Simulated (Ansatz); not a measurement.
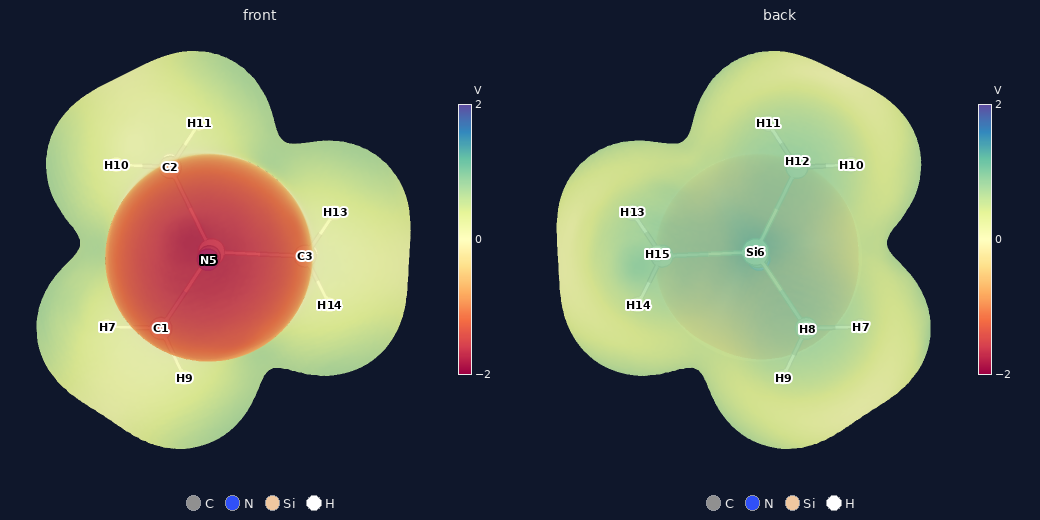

Figure 1: C$_{4}$H$_{9}$NSi. The electrostatic potential painted on the density surface at 0.001 e/bohr³, seen from the front and from behind; red is negative and blue positive.

Geometry: PBE0-D3(BJ)/def2-SVP.

Method: Ansatz 0.2.0, isolated molecule in a Gaussian basis; Kohn-Sham density functional theory, functional PBE0.

```xyz
15

C    -1.3756    0.9017   -0.2052
C    -0.5804   -0.3245   -2.9441
C    -1.6743   -2.1510   -0.6847
C     1.0389   -0.8718   -0.4694
N     2.1193   -1.0387   -0.0807
Si   -0.7088   -0.6020   -1.0978
H    -0.7603    1.7900   -0.4136
H    -2.4059    1.1137   -0.5327
H    -1.3884    0.7414    0.8835
H     0.0406    0.5559   -3.1690
H    -0.1327   -1.1964   -3.4445
H    -1.5804   -0.1578   -3.3751
H    -1.2320   -3.0336   -1.1711
H    -1.6889   -2.3295    0.4012
H    -2.7158   -2.0547   -1.0305
```

Question: Where is the surface potential most negative and most positive?

Answer: The most negative region (about −1.7 V) lies over N5, the most positive (about +1.0 V) over Si6. N5 is the likeliest acceptor of a hydrogen bond.

Question: How polar is the molecule by this calculation?

Answer: Its dipole moment is 4.41 D.
